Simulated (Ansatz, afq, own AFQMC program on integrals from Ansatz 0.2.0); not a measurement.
# SiGeH₃ (doublet): AFQMC on the coupled-cluster ladder, cc-pVDZ

How near does AFQMC come to the top of the ladder for SiGeH₃ (doublet)?

Computed with Ansatz 0.2.0, Gaussian basis, and an in-house AFQMC program (afq) on its integrals; all values are calculated. Level: cc-pVDZ, frozen cores.

To be run: PBE (unrestricted); r2SCAN (unrestricted); PBE0 (unrestricted); B3LYP (unrestricted); wB97M-V (unrestricted); B2PLYP (unrestricted); CCSD(T) on UHF; Phaseless AFQMC, CISD trial on UHF; Phaseless AFQMC, single-determinant trial on UHF; Free-projection AFQMC, CISD trial on UHF.

## (1) The geometry

The geometry is a PBE0/def2-TZVP stationary point (not a proven minimum). No spin-orbit coupling is included. The filled d shell of Ge may be among the frozen orbitals whatever the setting's name suggests; the logs give the count.

5 atoms, charge 0, spin multiplicity 2.

Atoms are counted from 1 here; the program's logs count them from 0.

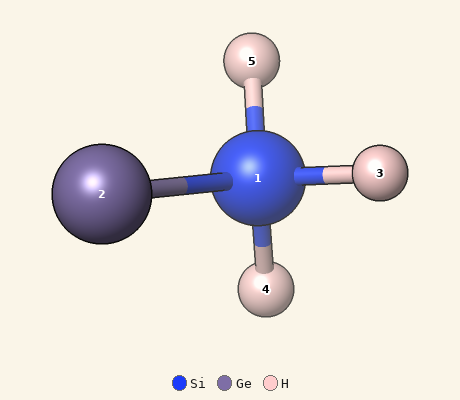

The structure; silicon blue, germanium purple, hydrogen pink; atoms are numbered from 1 in the order of the file.

## (2) PBE (unrestricted)

File in.yaml:

```yaml
crystal:
  periodic: [false, false, false]
  atoms:
    - {symbol: Si, position_ang: [-0.005941, 0.000000, 1.692878]}
    - {symbol: Ge, position_ang: [-0.001466, 0.000000, -0.747359]}
    - {symbol: H, position_ang: [1.461722, -0.000031, 1.996378]}
    - {symbol: H, position_ang: [-0.595235, 1.204279, 2.346671]}
    - {symbol: H, position_ang: [-0.595286, -1.204254, 2.346671]}
basis:
  gaussian: {orbitals: cc-pVDZ}
magnetization: {spin_polarized: true, initial_magnetization: 1}
hamiltonian: {xc: {name: PBE}}
output: {orbitals: {seedname: orbitals}}
```

On the command line:

```bash
$ ansatz run in.yaml --threads 1 --pin off --events-out ev --progress --plain --max-ram 1382MiB
```

Standard output:

```text
Functional definition: PBE
  name "PBE"
  cite "Perdew, Burke & Ernzerhof, Phys. Rev. Lett. 77, 3865 (1996) doi:10.1103/PhysRevLett.77.3865"
  parent pbe
  parameter kappa = 0.804
  parameter beta = 0.06672455060314922
  exchange = pbe_x(kappa = kappa, mu = beta*pi^2/3)
  correlation = pbe_c(beta = beta)
787 factors; their error is unknown
mean field evaluation 1: about -64427.7360 eV, gradient 1.2e1 eV
mean field evaluation 2: about -64425.3497 eV, gradient 1.9e1 eV
mean field evaluation 4: about -64429.0985 eV, gradient 8.9e-1 eV
mean field evaluation 8: about -64429.0945 eV, gradient 1.7e-2 eV
mean field evaluation 16: about -64429.0945 eV, gradient 6.1e-5 eV
mean field evaluation 32: about -64428.9988 eV, gradient 7.2e-2 eV
mean field -64429.09448683 eV, -2367.7255507821 hartree, gradient 2.8e-6 eV, S^2 0.752457; 6 other end points of the search recorded, 0 dependent functions left out
reference -64429.09452019 eV, -2367.7255520083 hartree; 25, 24 occupied and 35, 36 virtual orbitals, 787 factors
Total energy: -64429.09452019 eV, -2367.7255520083 hartree
```

It took 6.5 s on 1 thread of Arm Neoverse V2, shared host.

From the report: ⟨S²⟩ of the determinant 0.752 (pure doublet: 0.75).

## (3) r2SCAN (unrestricted)

in.yaml, as its differences from that of step 2:

```diff
@@ -11,3 +11,2 @@
 magnetization: {spin_polarized: true, initial_magnetization: 1}
-hamiltonian: {xc: {name: PBE}}
-output: {orbitals: {seedname: orbitals}}
+hamiltonian: {xc: {name: r2SCAN}}
```

Launched as before.

Standard output, cut to the lines that bear on the results:

```text
Functional definition: r2SCAN
  name "r2SCAN"
  cite "Furness, Kaplan, Ning, Perdew & Sun, J. Phys. Chem. Lett. 11, 8208 (2020) doi:10.1021/acs.jpclett.0c02405"
  cite "Furness, Kaplan, Ning, Perdew & Sun, J. Phys. Chem. Lett. 11, 9248 (2020) doi:10.1021/acs.jpclett.0c03077"
  parent r2scan
[...]
787 factors; their error is unknown
[...]
mean field -64440.73745992 eV, -2368.1534221513 hartree, gradient 9.6e-6 eV, S^2 0.755040; 6 other end points of the search recorded, 0 dependent functions left out
reference -64440.73747068 eV, -2368.1534225468 hartree; 25, 24 occupied and 35, 36 virtual orbitals, 787 factors
Total energy: -64440.73747068 eV, -2368.1534225468 hartree
```

Run time: 18 s. Hardware: 1 thread of Arm Neoverse V2, shared host.

From the report: ⟨S²⟩ of the determinant 0.755 (pure doublet: 0.75).

## (4) PBE0 (unrestricted)

in.yaml, as its differences from that of step 3:

```diff
@@ -11,2 +11,3 @@
 magnetization: {spin_polarized: true, initial_magnetization: 1}
-hamiltonian: {xc: {name: r2SCAN}}
+hamiltonian: {xc: {name: PBE0}}
+output: {orbitals: {seedname: orbitals}}
```

Launched as before.

Standard output, cut to the lines that bear on the results:

```text
Functional definition: PBE0
  name "PBE0"
  cite "Adamo & Barone, J. Chem. Phys. 110, 6158 (1999) doi:10.1063/1.478522"
  cite "Perdew, Burke & Ernzerhof, Phys. Rev. Lett. 77, 3865 (1996) doi:10.1103/PhysRevLett.77.3865"
  parent pbe
[...]
640 factors; integrals over basis functions are off by at most 1.2e-3 eV
[...]
mean field -64431.42570030 eV, -2367.8112212971 hartree, gradient 5.0e-6 eV, S^2 0.753499; 3 other end points of the search recorded, 0 dependent functions left out
reference -64431.42572543 eV, -2367.8112222205 hartree; 25, 24 occupied and 35, 36 virtual orbitals, 640 factors
Total energy: -64431.42572543 eV, -2367.8112222205 hartree
```

Wall time 5.5 s (1 thread of Arm Neoverse V2, shared host).

From the report: ⟨S²⟩ of the determinant 0.753 (pure doublet: 0.75).

## (5) B3LYP (unrestricted)

in.yaml, as its differences from that of step 4:

```diff
@@ -11,3 +11,2 @@
 magnetization: {spin_polarized: true, initial_magnetization: 1}
-hamiltonian: {xc: {name: PBE0}}
-output: {orbitals: {seedname: orbitals}}
+hamiltonian: {xc: {name: B3LYP}}
```

Same command.

Standard output, cut to the lines that bear on the results:

```text
Functional definition: B3LYP
  name "B3LYP"
  cite "Stephens, Devlin, Chabalowski & Frisch, J. Phys. Chem. 98, 11623 (1994) doi:10.1021/j100096a001"
  cite "Becke, Phys. Rev. A 38, 3098 (1988) doi:10.1103/PhysRevA.38.3098"
  cite "Lee, Yang & Parr, Phys. Rev. B 37, 785 (1988) doi:10.1103/PhysRevB.37.785"
  cite "Vosko, Wilk & Nusair, Can. J. Phys. 58, 1200 (1980) doi:10.1139/p80-159"
[...]
640 factors; integrals over basis functions are off by at most 1.2e-3 eV
[...]
mean field -64443.88413591 eV, -2368.2690603610 hartree, gradient 3.8e-6 eV, S^2 0.752282; 6 other end points of the search recorded, 0 dependent functions left out
reference -64443.88436384 eV, -2368.2690687376 hartree; 25, 24 occupied and 35, 36 virtual orbitals, 640 factors
Total energy: -64443.88436384 eV, -2368.2690687376 hartree
```

Run time: 8 s. Hardware: 1 thread of Arm Neoverse V2, shared host.

From the report: ⟨S²⟩ of the determinant 0.752 (pure doublet: 0.75).

## (6) wB97M-V (unrestricted)

in.yaml, as its differences from that of step 5:

```diff
@@ -11,2 +11,3 @@
 magnetization: {spin_polarized: true, initial_magnetization: 1}
-hamiltonian: {xc: {name: B3LYP}}
+hamiltonian: {xc: {name: wB97M-V}}
+output: {orbitals: {seedname: orbitals}}
```

The command is unchanged.

Standard output, cut to the lines that bear on the results:

```text
Functional definition: wB97M-V
  name "wB97M-V"
  cite "Mardirossian & Head-Gordon, J. Chem. Phys. 144, 214110 (2016) doi:10.1063/1.4952647"
  cite "Becke, J. Chem. Phys. 107, 8554 (1997) doi:10.1063/1.475007"
  cite "Vydrov & Van Voorhis, J. Chem. Phys. 133, 244103 (2010) doi:10.1063/1.3521275"
  # Of w^i u^j: cxij and so on, Table III.
[...]
  gx(w, u) = 1 - cx + cx01*u + cx10*w
  gss(w, u) = css00 + css04*u^4 + css10*w + css20*w^2 + css43*w^4*u^3
  gos(w, u) = cos00 + cos10*w + (cos20 + cos21*u)*w^2 + (cos60 + cos61*u)*w^6
[...]
      + integral(e_c_pw_mod_opposite_spin*gos(b97_w_opposite, b97_u_opposite)) + vv10(b, c)
640 factors; integrals over basis functions are off by at most 1.2e-3 eV
204 factors; integrals over basis functions are off by at most 7.3e-6 eV
[...]
mean field -64437.95961710 eV, -2368.0513383107 hartree, gradient 2.6e-6 eV, S^2 0.752409; 3 other end points of the search recorded, 0 dependent functions left out
reference -64437.95965350 eV, -2368.0513396482 hartree; 25, 24 occupied and 35, 36 virtual orbitals, 640 factors
Total energy: -64437.95965350 eV, -2368.0513396482 hartree
```

Run time: 23 s. Hardware: 1 thread of Arm Neoverse V2, shared host; peak memory 0.28 GiB.

From the report: ⟨S²⟩ of the determinant 0.752 (pure doublet: 0.75).

## (7) B2PLYP (unrestricted)

in.yaml, as its differences from that of step 6:

```diff
@@ -11,3 +11,3 @@
 magnetization: {spin_polarized: true, initial_magnetization: 1}
-hamiltonian: {xc: {name: wB97M-V}}
-output: {orbitals: {seedname: orbitals}}
+hamiltonian: {xc: {name: B2PLYP}}
+correlation: {electrons: outside_noble_gas}
```

The command is unchanged.

Standard output, cut to the lines that bear on the results:

```text
Functional definition: B2PLYP
  name "B2PLYP"
  cite "Grimme, J. Chem. Phys. 124, 034108 (2006) doi:10.1063/1.2148954"
  cite "Becke, Phys. Rev. A 38, 3098 (1988) doi:10.1103/PhysRevA.38.3098"
  cite "Lee, Yang & Parr, Phys. Rev. B 37, 785 (1988) doi:10.1103/PhysRevB.37.785"
[...]
640 factors; integrals over basis functions are off by at most 1.2e-3 eV
[...]
mean field -64425.47927437 eV, -2367.5926941747 hartree, gradient 7.9e-6 eV, S^2 0.754530; 4 other end points of the search recorded, 0 dependent functions left out
19 core orbitals not correlated: weight in the atoms' cores, before any rotation towards them, 1.000 or more for the frozen orbitals, at most 0.000 for the correlated occupied ones
reference -64425.47942002 eV, -2367.5926995275 hartree; 6, 5 occupied and 35, 36 virtual orbitals, 640 factors
second order -5.50889738 eV of doubles, -0.00000000 eV of singles
Total energy: -64426.96682232 eV, -2367.6473605535 hartree
```

It took 5.5 s on 1 thread of Arm Neoverse V2, shared host.

From the report: ⟨S²⟩ of the determinant 0.755 (pure doublet: 0.75).

## (8) CCSD(T) on UHF

in.yaml, as its differences from that of step 7:

```diff
@@ -11,3 +11,2 @@
 magnetization: {spin_polarized: true, initial_magnetization: 1}
-hamiltonian: {xc: {name: B2PLYP}}
-correlation: {electrons: outside_noble_gas}
+correlation: {method: ccsd_t, electrons: outside_noble_gas, hamiltonian_folder: ham}
```

Same command.

Standard output, cut to the lines that bear on the results:

```text
Functional definition: HF
  name "HF"
  cite "Fock, Z. Phys. 61, 126 (1930) doi:10.1007/BF01340294"
  parent pbe
[...]
640 factors; integrals over basis functions are off by at most 1.2e-3 eV
[...]
mean field -64381.17974657 eV, -2365.9647165553 hartree, gradient 1.5e-6 eV, S^2 0.808646; 15 other end points of the search recorded, 0 dependent functions left out
determinant -64381.17974657 eV, -2365.9647165553 hartree, with singles and doubles -64386.64709692 eV, -2366.1656379748 hartree
determinant -64381.08988549 eV, -2365.9614142218 hartree, with singles and doubles -64386.56464084 eV, -2366.1626077700 hartree
determinant -64379.80837415 eV, -2365.9143195485 hartree, with singles and doubles -64384.97476964 eV, -2366.1041810809 hartree
determinant -64379.72953806 eV, -2365.9114223757 hartree, with singles and doubles -64384.97962701 eV, -2366.1043595861 hartree
[...]
determinant -64378.65479587 eV, -2365.8719263288 hartree, with singles and doubles -64384.13831133 eV, -2366.0734418049 hartree
determinant -64378.44986235 eV, -2365.8643951608 hartree, with singles and doubles -64383.94390314 eV, -2366.0662974357 hartree
determinant -64381.17974657 eV, -2365.9647165553 hartree, with singles and doubles -64386.65358245 eV, -2366.1658763137 hartree
determinant -64381.08988549 eV, -2365.9614142218 hartree, with singles and doubles -64386.56452022 eV, -2366.1626033371 hartree
19 core orbitals not correlated: weight in the atoms' cores, before any rotation towards them, 1.000 or more for the frozen orbitals, at most 0.000 for the correlated occupied ones
reference -64381.17974657 eV, -2365.9647165553 hartree; 6, 5 occupied and 35, 36 virtual orbitals, 640 factors
second order -4.30041755 eV of doubles, -0.00000000 eV of singles
cycle   1  -5.47383887 eV  change   -3.0e-6 eV  update   4.9e-6
perturbative correction -0.13967965 eV, -0.0051331324 hartree
Total energy: -64386.79326508 eV, -2366.1710095558 hartree
```

Run time: 15 s. Hardware: 1 thread of Arm Neoverse V2, shared host.

From the report: ⟨S²⟩ of the determinant 0.809 (pure doublet: 0.75); correlation -5.6135 eV; T1 0.032; largest double amplitude 0.06.

This run also writes the integrals to the folder ham.

## (9) Phaseless AFQMC, CISD trial on UHF

It reads the integrals that the CCSD(T) run on this determinant wrote.

On the command line:

```bash
$ afq ham --method phaseless --trial cisd --walkers 60 --populations 1 --least-time 40 --time-step 0.005 --steps-per-block 50 --equilibration-blocks 28 --max-blocks 300 --target-error 0.0004 --factor-cut 1e-05 --start spin_pure --seed 3124 --release-times 0.24,0.51,0.99,1.62,2.4 --release-step 0.03 --release-every 4 --taylor-order 6
```

Standard output:

```text
orbitals 41  electrons 6 5  factors 314 of 640
reference energy -2365.96471656 Eh
CCSD correlation -0.20115973 Eh in 16 cycles, weight of the determinant in the CISD state 0.8535
energy of the start -2366.162438 Eh
 block  time / (1/Eh)  mean weight  energy / Eh
     1     0.250  1.0004  -2366.160508
     2     0.500  1.0005  -2366.161866
     3     0.750  1.0004  -2366.164402
     4     1.000  1.0005  -2366.167508
     5     1.250  0.9982  -2366.168772
     6     1.500  0.9998  -2366.171616
     7     1.750  1.0002  -2366.175392
     8     2.000  0.9985  -2366.174813
     9     2.250  0.9976  -2366.170180
    10     2.500  0.9985  -2366.170435
    13     3.250  0.9995  -2366.173116
    17     4.250  0.9989  -2366.170778
    21     5.250  0.9983  -2366.169995
    25     6.250  0.9987  -2366.171812
    29     7.250  0.9979  -2366.171333
    33     8.250  1.0004  -2366.172090
    37     9.250  0.9989  -2366.173747
    41    10.250  0.9966  -2366.173782
    45    11.250  1.0000  -2366.173294
    49    12.250  1.0018  -2366.175124
    53    13.250  0.9996  -2366.174542
    57    14.250  1.0009  -2366.175117
    61    15.250  0.9987  -2366.170323
    65    16.250  1.0001  -2366.172186
    69    17.250  1.0023  -2366.176723
    73    18.250  0.9991  -2366.174770
    77    19.250  0.9990  -2366.174289
    81    20.250  1.0001  -2366.171109
    85    21.250  1.0006  -2366.170252
    89    22.250  0.9997  -2366.174752
    93    23.250  0.9996  -2366.175750
    97    24.250  1.0018  -2366.171650
   101    25.250  0.9992  -2366.169776
   105    26.250  0.9999  -2366.167422
   109    27.250  1.0016  -2366.169624
   113    28.250  1.0002  -2366.168330
   117    29.250  0.9994  -2366.172356
   121    30.250  0.9970  -2366.174194
   125    31.250  1.0007  -2366.172323
   129    32.250  1.0016  -2366.167306
   133    33.250  1.0007  -2366.171739
   137    34.250  1.0010  -2366.173308
   141    35.250  0.9984  -2366.171758
   145    36.250  1.0019  -2366.169483
   149    37.250  1.0015  -2366.170217
   153    38.250  0.9993  -2366.169610
   157    39.250  1.0011  -2366.168222
   161    40.250  0.9989  -2366.172651
   165    41.250  0.9996  -2366.170368
   169    42.250  0.9998  -2366.177324
   173    43.250  1.0015  -2366.168626
   177    44.250  1.0002  -2366.166464
   181    45.250  1.0009  -2366.169844
   185    46.250  0.9992  -2366.173201
blocks merged  error / Eh  count
     1  0.000211  160
     2  0.000268  80
     4  0.000321  40
     8  0.000400  20
    16  0.000401  10
released: time / (1/Eh)  energy / Eh  error  mean overlap
  0.24  -2366.171956  0.000338  0.9907
  0.51  -2366.171928  0.000368  0.9947
  0.99  -2366.172108  0.000505  0.9947
  1.62  -2366.172070  0.000396  1.0167
  2.40  -2366.172155  0.000544  1.0001
energy -2366.171744 +/- 0.000400 Eh
```

It took 4.4 min on 1 thread of Arm Neoverse V2, shared host.

Energy -64386.8132 ± 0.0109 eV. Caveats: constraint bias not in the error.

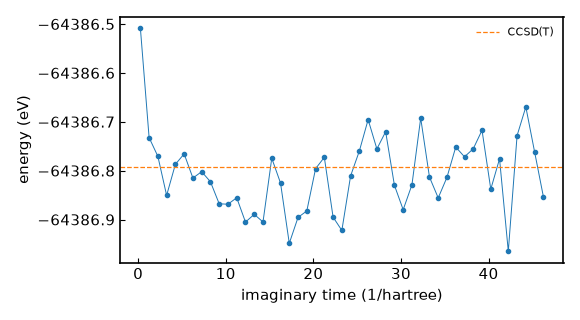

Block energies along the walk.

## (10) Phaseless AFQMC, single-determinant trial on UHF

It reads the integrals that the CCSD(T) run on this determinant wrote.

On the command line:

```bash
$ afq ham --method phaseless --trial hf --walkers 120 --populations 1 --least-time 40 --time-step 0.005 --steps-per-block 20 --equilibration-blocks 112 --max-blocks 600 --target-error 0.0012000000000000001 --factor-cut 1e-05 --start spin_pure --seed 7528 --taylor-order 6
```

Standard output:

```text
orbitals 41  electrons 6 5  factors 314 of 640
reference energy -2365.96471656 Eh
CCSD correlation -0.20115973 Eh in 16 cycles, weight of the determinant in the CISD state 0.8535
energy of the start -2365.965395 Eh
 block  time / (1/Eh)  mean weight  energy / Eh
     1     0.100  1.0010  -2365.996899
     2     0.200  1.0015  -2366.023334
     3     0.300  1.0008  -2366.043401
     4     0.400  1.0017  -2366.063784
     5     0.500  1.0003  -2366.075845
     6     0.600  1.0004  -2366.084307
     7     0.700  1.0005  -2366.099994
     8     0.800  1.0009  -2366.107580
     9     0.900  1.0000  -2366.117693
    10     1.000  1.0010  -2366.128732
    14     1.400  0.9999  -2366.139734
    27     2.700  1.0020  -2366.163779
    40     4.000  0.9993  -2366.160645
    53     5.300  1.0000  -2366.176092
    66     6.600  1.0005  -2366.166805
    79     7.900  1.0011  -2366.193400
    92     9.200  0.9998  -2366.164425
   105    10.500  0.9998  -2366.178604
   118    11.800  0.9997  -2366.175027
   131    13.100  0.9997  -2366.176275
   144    14.400  1.0000  -2366.173288
   157    15.700  1.0000  -2366.166544
   170    17.000  1.0005  -2366.159774
   183    18.300  1.0018  -2366.180871
   196    19.600  1.0001  -2366.155798
   209    20.900  0.9981  -2366.158200
   222    22.200  0.9990  -2366.152893
   235    23.500  1.0013  -2366.189334
   248    24.800  1.0005  -2366.167403
   261    26.100  1.0016  -2366.176536
   274    27.400  0.9993  -2366.187236
   287    28.700  1.0000  -2366.194963
   300    30.000  1.0033  -2366.177603
   313    31.300  1.0008  -2366.180829
   326    32.600  0.9987  -2366.159888
   339    33.900  0.9998  -2366.169753
   352    35.200  0.9985  -2366.173389
   365    36.500  1.0005  -2366.172993
   378    37.800  0.9984  -2366.192283
   391    39.100  1.0004  -2366.177462
   404    40.400  0.9998  -2366.182478
   417    41.700  1.0004  -2366.180142
   430    43.000  1.0018  -2366.173927
   443    44.300  1.0009  -2366.171186
   456    45.600  1.0015  -2366.182673
   469    46.900  1.0011  -2366.175079
   482    48.200  1.0000  -2366.179241
   495    49.500  0.9989  -2366.173878
   508    50.800  1.0014  -2366.169628
   521    52.100  1.0009  -2366.179289
blocks merged  error / Eh  count
     1  0.000518  410
     2  0.000685  205
     4  0.000875  102
     8  0.001095  51
    16  0.001164  25
    32  0.001273  12
energy -2366.172567 +/- 0.001164 Eh
```

It took 3.4 min on 1 thread of Arm Neoverse V2, shared host.

Energy -64386.8357 ± 0.0317 eV. Caveats: constraint bias not in the error.

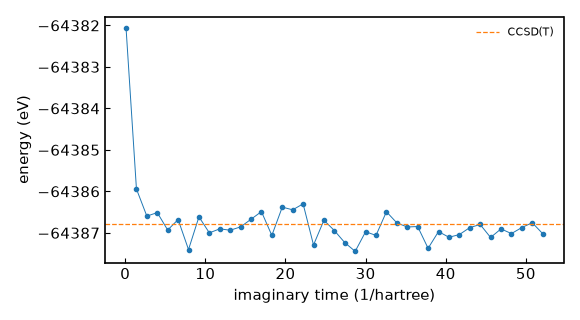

Block energies along the walk.

## (11) Free-projection AFQMC, CISD trial on UHF

It reads the integrals that the CCSD(T) run on this determinant wrote.

On the command line:

```bash
$ afq ham --method free --trial cisd --walkers 60 --time-step 0.03 --max-blocks 80 --target-error 0.0004 --factor-cut 1e-05 --seed 705 --times 0,0.21,0.42,0.81,1.2,1.8,2.4,3 --taylor-order 8
```

Standard output:

```text
orbitals 41  electrons 6 5  factors 314 of 640
reference energy -2365.96471656 Eh
CCSD correlation -0.20115973 Eh in 16 cycles, weight of the determinant in the CISD state 0.8535
repeat  energy at the last time / Eh  error
    10  -2366.170744  0.000585
    20  -2366.170850  0.000544
    30  -2366.170805  0.000637
    40  -2366.171042  0.000554
    50  -2366.171224  0.000496
    60  -2366.171370  0.000453
    70  -2366.171600  0.000421
    80  -2366.171654  0.000378
time / (1/Eh)  energy / Eh  error  mean overlap
  0.00  -2366.165907  0.000144  1.1720
  0.21  -2366.168107  0.000163  1.1716
  0.42  -2366.169330  0.000157  1.1722
  0.81  -2366.170818  0.000184  1.1714
  1.20  -2366.171117  0.000202  1.1898
  1.80  -2366.172206  0.000249  1.1744
  2.40  -2366.171641  0.000292  1.2027
  3.00  -2366.171654  0.000378  1.2190
energy -2366.171654 +/- 0.000378 Eh
```

It took 4.8 min on 1 thread of Arm Neoverse V2, shared host.

Energy -64386.8108 ± 0.0103 eV. Caveats: remainder of the start not in the error.

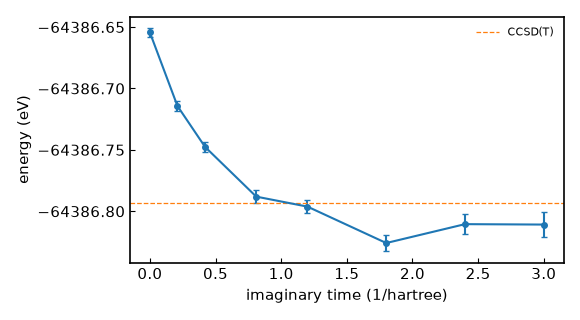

Energy against projection time, with error bars.

## (12) All levels side by side

On the UHF determinant, counted from CCSD(T) (a yardstick, not exact):

```csv
level,energy (eV),from CCSD(T) (meV),statistical error (meV),time
HF,-64381.1797,+5613.5,,
MP2,-64385.4802,+1313.1,,
CCSD,-64386.6536,+139.7,,
CCSD(T),-64386.7933,0.0,,
"Phaseless AFQMC, CISD trial, step 0.005, 60 walkers",-64386.8132,-20.0,10.9,4.4 min
"Phaseless AFQMC, single-determinant trial, step 0.005, 120 walkers",-64386.8357,-42.4,31.7,3.4 min
"Free-projection AFQMC, CISD trial, step 0.03, 60 walkers",-64386.8108,-17.5,10.3,4.8 min
```

The functionals' totals stand on their own zeros and serve differences with other points: PBE -64429.095 eV; r2SCAN -64440.737 eV; PBE0 -64431.426 eV; B3LYP -64443.884 eV; wB97M-V -64437.960 eV; B2PLYP -64426.967 eV.

## (13) Results

| quantity | value |
| --- | --- |
| Phaseless AFQMC, CISD trial on UHF from CCSD(T) | -20.0 ± 10.9 meV |
| Phaseless AFQMC, single-determinant trial on UHF from CCSD(T) | -42.4 ± 31.7 meV |
| Free-projection AFQMC, CISD trial on UHF from CCSD(T) | -17.5 ± 10.3 meV |

In words: On UHF the phaseless walk with the CISD trial lies -20.0 meV from CCSD(T), within three error bars. Free projection has no constraint; at the last time it gives -17.5 ± 10.3 meV, and from a start that isn't spin pure other spins can mix in. Error bars are statistical and leave out the constraint, the time step and what remains of the start.
